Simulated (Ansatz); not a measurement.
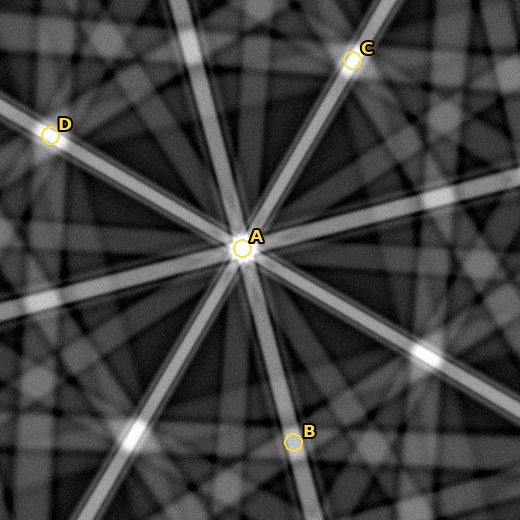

Simulated Kikuchi (electron backscatter) pattern at 30 kV: kinematic bands of width 2θ(Bragg) in gnomonic projection, seen from the camera side; the frame spans ±31° from its centre. Crystal: Ga2O, space group Fm-3m (No. 225), a = 5.96 Å. Structure: the geometry relaxed with DFT PBE, scalar-relativistic, plane waves, PAW (Ansatz 0.2.0); the starting structure was generated, so it need not be a known form of this composition.

```cif
data_structure
_symmetry_space_group_name_H-M 'Fm-3m'
_symmetry_Int_Tables_number 225
_cell_length_a 5.9617
_cell_length_b 5.9617
_cell_length_c 5.9617
_cell_angle_alpha 90.000
_cell_angle_beta 90.000
_cell_angle_gamma 90.000
_cell_volume 211.89
loop_
_atom_site_label
_atom_site_type_symbol
_atom_site_symmetry_multiplicity
_atom_site_Wyckoff_symbol
_atom_site_fract_x
_atom_site_fract_y
_atom_site_fract_z
_atom_site_occupancy
Ga1 Ga 8 c 0.25000 0.75000 0.75000 1
O1 O 4 a 0.00000 0.00000 0.00000 1
```

Pole A is [001] and pole B is [-1-13].

**Index the poles C and D.**

C is [102], 26.6° from A and 47.6° from B. D is [012], 26.6° from A and 47.6° from B.

**Which band joins A and B, and how wide is it?**

It comes from the planes common to both zones. The strongest order is 2 -2 0 with d = 2.108 Å, so the band is 2θ = 1.9° wide (λ = 0.0698 Å). Other orders of the same planes (4 -4 0) lie on the same centre line with other widths.
